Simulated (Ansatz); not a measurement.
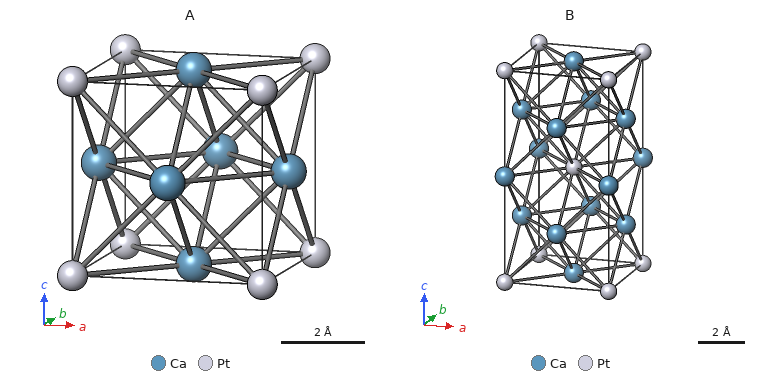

Two structures of Ca₃Pt, each relaxed to rest (conventional cells in solid outline, small ones repeated, not to one scale). Method: Ansatz, DFT PBE, scalar-relativistic, plane waves, PAW, without spin polarisation.

What structure does each panel show?

A: Cu₃Au (L1₂) type, Pm-3m. B: 8 atoms a cell on a body-centred tetragonal lattice, I4/mmm.

Which structure is more stable?

A is lower, by 40 meV/atom at this level of theory (energies at zero smearing). Volumes: A 27.5, B 27.5 Å³/atom.

One or both may be structure types tried for this composition rather than known phases.
